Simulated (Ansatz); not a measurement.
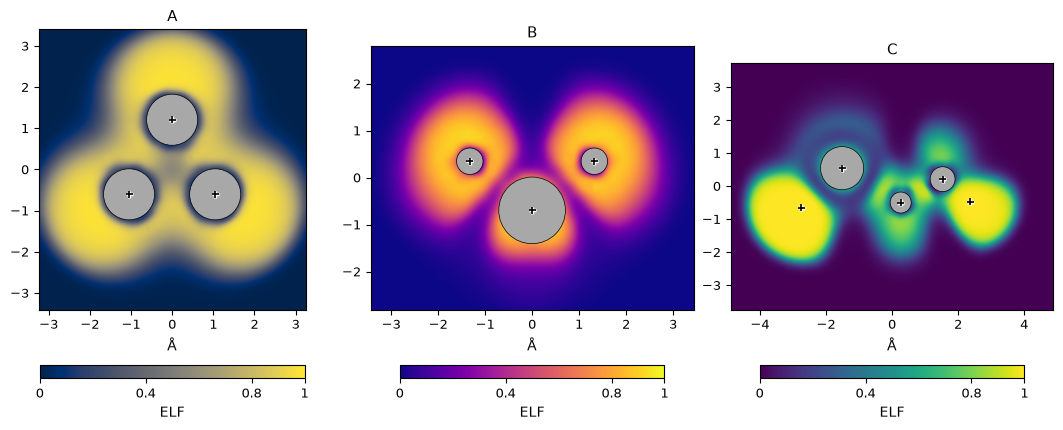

The electron localisation function of 3 systems, each on a plane through atoms (crosses mark nuclei in the plane; grey discs cover the cores).

Level of theory: RKS PBE0-D4/def2-TZVP (Ansatz 0.2.0).

System 1: CH$_{7}$NSn (SnH3(NHMe)), the plane of atoms H2, Sn1 and N5. Geometry: B3LYP-D4/def2-SVP; core potentials replace the inner electrons of Sn.

```xyz
10

Sn    0.6008    1.1054    0.9340
H     0.6764    1.0344    2.6482
H     2.1610    1.1812    0.2190
H    -0.3323    2.4744    0.4285
N    -0.1998   -0.6937    0.3390
C    -0.4429   -0.9618   -1.0686
H    -0.9894   -0.9777    0.9166
H    -1.2715   -0.3841   -1.5331
H     0.4655   -0.7458   -1.6573
H    -0.6677   -2.0326   -1.2263
```

System 2: P$_{3}$ (charge +1), the molecular plane. Geometry: PBE0-D4/def2-TZVP.

```xyz
3

P    -0.0725    0.5913   -1.0503
P     0.4307   -1.1276    0.0295
P    -0.3582    0.5364    1.0207
```

System 3: O$_{2}$Ta (charge +1), the molecular plane. Geometry: PBE0-D4/def2-TZVP; core potentials replace the inner electrons of Ta.

```xyz
3

Ta    0.6781   -0.1543   -0.0476
O    -0.6207   -1.2084    0.1793
O    -0.0574    1.3628   -0.1317
```

> Which map belongs to which system?

Panel A is system 2, P$_{3}$: the plane holds P. P–P (2.09 Å): the ELF peaks at about 0.80 between the atoms (a covalent bond). Panel B is system 3, O$_{2}$Ta: the plane holds Ta and O. Ta–O (1.69 Å): the ELF peaks at about 0.80 in the valence shell of O, 0.5 Å from its nucleus, and drops to about 0.40 between the two atoms. Panel C is system 1, CH$_{7}$NSn: the plane holds Sn, H, N and C. C–N (1.45 Å): the ELF peaks at about 0.90 between the atoms, as expected for localised, covalent bonding.
